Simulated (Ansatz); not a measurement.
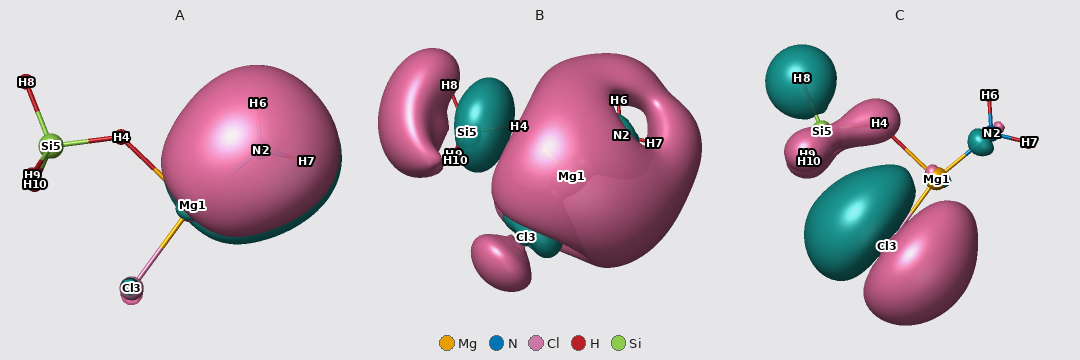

Figure. ClH$_{6}$MgNSi. Three frontier orbitals at ±0.04 Å⁻³ᐟ² (teal and pink are the two phases), in no order.

The reactant side of a reaction path; geometry: PBE0-D4/def2-TZVP.

The calculation used Ansatz, RKS PBE0-D4/def2-TZVPP.

Input

```
crystal:
  periodic: [false, false, false]
  atoms:
    - {symbol: Mg, position_ang: [-0.365095, 0.315515, -1.338517]}
    - {symbol: N, position_ang: [1.283439, 0.104781, -2.214472]}
    - {symbol: Cl, position_ang: [-2.473574, 0.691079, -0.817597]}
    - {symbol: H, position_ang: [0.322699, -0.179699, 0.603925]}
    - {symbol: Si, position_ang: [-0.452541, -0.232561, 1.895935]}
    - {symbol: H, position_ang: [2.153451, -0.164101, -1.780671]}
    - {symbol: H, position_ang: [1.465012, 0.237242, -3.197876]}
    - {symbol: H, position_ang: [0.557782, -0.633752, 2.905513]}
    - {symbol: H, position_ang: [-1.509751, -1.255592, 1.764772]}
    - {symbol: H, position_ang: [-0.981322, 1.117187, 2.178989]}
basis:
  gaussian: {orbitals: def2-TZVPP}
hamiltonian: {xc: pbe0, dispersion: d4}
output: {orbitals: {seedname: orbitals}}
```

Launched as:

```sh
ansatz run in.yaml --threads 4 --pin off --events-out ev --progress --plain --max-ram 9574MiB
```

Q: Order the three orbitals by energy and name them.

A: C is the HOMO−1 (−8.41 eV). It lies mainly on Cl3 (about 85 %); largely a lone pair of Cl3. A is the HOMO (−6.38 eV). It lies mainly on N2 (about 75 %), H6 (about 5 %) and H7 (about 5 %); largely a lone pair of N2. B is the LUMO (−0.83 eV). Its weight (Hirshfeld) is mainly on Mg1 (about 50 %), Si5 (about 15 %), Cl3 (about 10 %) and N2 (about 10 %).

Q: What is the HOMO–LUMO gap?

A: 5.55 eV between the orbital energies.
